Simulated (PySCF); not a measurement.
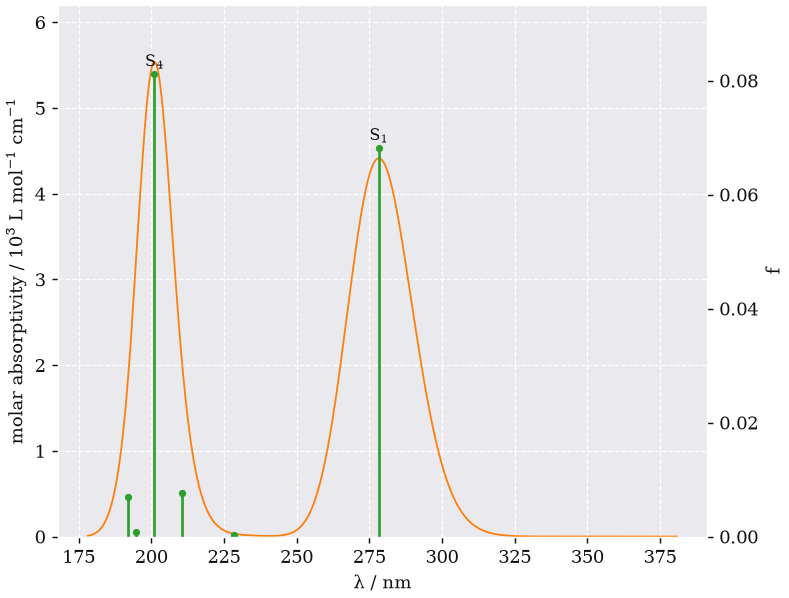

Computed absorption of C₅H₅F₃Ge, SMILES FC(F)(F)C1=[CH][GeH2][CH]=C1, singlet. Vertical TDDFT excitations, B3LYP/def2-SVPD (IEF-PCM acetone) in PySCF 2.14.0, at a PBE0-D3(BJ)/def2-SVP geometry (no frequency check). The lowest 6 singlet states are shown; each is broadened by a Gaussian of 1/e half-width 0.25 eV. Sticks give oscillator strengths (right axis).

Which of the computed transitions is the brightest, and what character does the calculation give it?

S4 at 6.17 eV (201 nm), f = 0.081, mainly HOMO−2 → LUMO (77 %).

Does any vertical transition fall in the visible?

No singlet lies below 3.1 eV (beyond 400 nm), so at this level no vertical transition falls in the visible.

Known limits of this run: core orbitals are frozen in the response.
